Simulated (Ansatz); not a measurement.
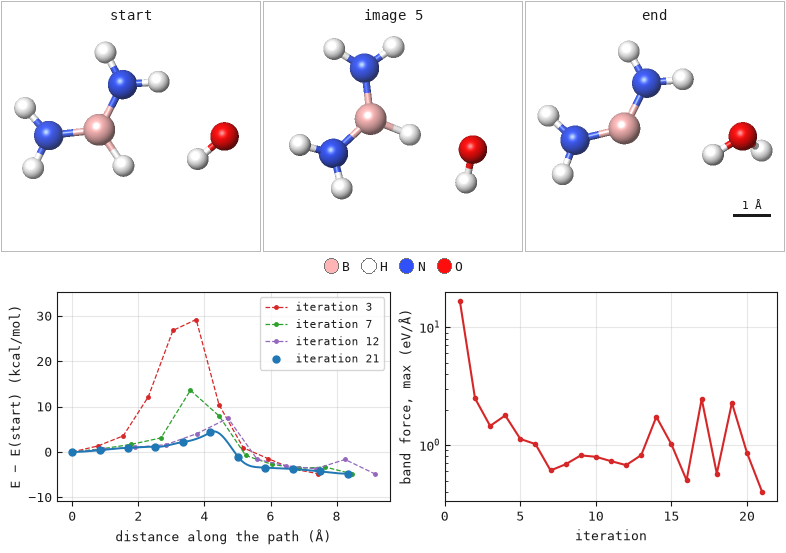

A nudged-elastic-band calculation for BN2H6O (multiplicity 2). Images are numbered from 0 (start) to 10 (end). The plot follows the band through its iterations. The picture is a ball-and-stick view, seen face on.

The calculation used UKS BHLYP/def2-mTZVP (Ansatz 0.2.0). Set-up: 9 movable images; climbing image; force threshold 0.5 eV/Å; iteration limit 60; starting path through a guess of the saddle point.

How did the profile develop, and is the result final?

The run met only a loose threshold, so the barrier can't be trusted yet. The band converged in 21 iterations. The largest component of the band force went from 17 to 0.4 eV/Å. The climbing image converged on the top of the path. Its curvatures weren't checked. The force threshold is so loose that the height of the top is at best an upper bound. The first iteration put the highest image at 82.3 kcal/mol. Forward barrier 4.3 kcal/mol, backward barrier 9.1 kcal/mol, with image 5 at the top; the reaction energy is −4.8 kcal/mol.
